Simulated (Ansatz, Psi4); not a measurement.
Intermolecular potential of C2H6Se ··· H2S (SMILES C[Se]C and S). Monomers: optimised at B3LYP-D3(BJ) (def2-TZVP), held rigid. Orientation: a higher rigid-body minimum at GFN2-xTB. Only R, the distance of the centres of mass, is varied, so the lowest point isn't the relaxed dimer.

Geometry at R = 4.08 Å (first 9 atoms: monomer A):
```
12

C      1.4645    -0.0538     0.0189
Se     0.0325     0.3421    -1.2612
C     -1.4643     0.0560    -0.0269
H      1.3724    -1.0759     0.3800
H      2.4064     0.0603    -0.5133
H      1.4291     0.6479     0.8496
H     -1.4586    -0.9691     0.3377
H     -2.3781     0.2368    -0.5888
H     -1.4040     0.7557     0.8040
S      2.8838     3.0414    -1.8699
H      2.9164     2.6813    -3.1629
H      1.6507     2.5387    -1.6991
```

- SAPT0/jun-cc-pVDZ, frozen core (Psi4)
- PBE/def2-TZVP, counterpoise-corrected (Psi4)
- MP2/aug-cc-pVTZ = DF-MP2/aug-cc-pVTZ, frozen core, counterpoise-corrected (Psi4)
- wB97M-V/def2-TZVP, counterpoise-corrected (Psi4)
- CCSD(T)/aug-cc-pVDZ = CCSD(T) on RHF/aug-cc-pVDZ, cores with 3d frozen, counterpoise-corrected (Ansatz, a quantum-chemistry and plane-wave program)

Cost and agreement with CCSD(T)/aug-cc-pVDZ over the 11 points of the scan, with CCSD(T)/aug-cc-pVDZ as yardstick. Costs are rough ratios of core time within Psi4 on shared cores, each with its mean field (Kohn-Sham runs search longer for lower solutions than correlated ones do); the miss is the largest difference from CCSD(T) of the interaction energy, in kJ/mol.

### Question
Which is the cheapest of these levels that stays within 5.0 kJ/mol of CCSD(T)/aug-cc-pVDZ?

### Answer
SAPT0/jun-cc-pVDZ.

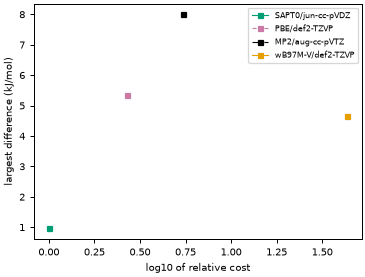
Fig. 1. Miss against cost, one point a level.

```csv
level,relative cost,largest difference
SAPT0/jun-cc-pVDZ,1,0.96
PBE/def2-TZVP,3,5.35
MP2/aug-cc-pVTZ,5,8.00
wB97M-V/def2-TZVP,40,4.66
```

Costs within a factor of two of each other count as equal.
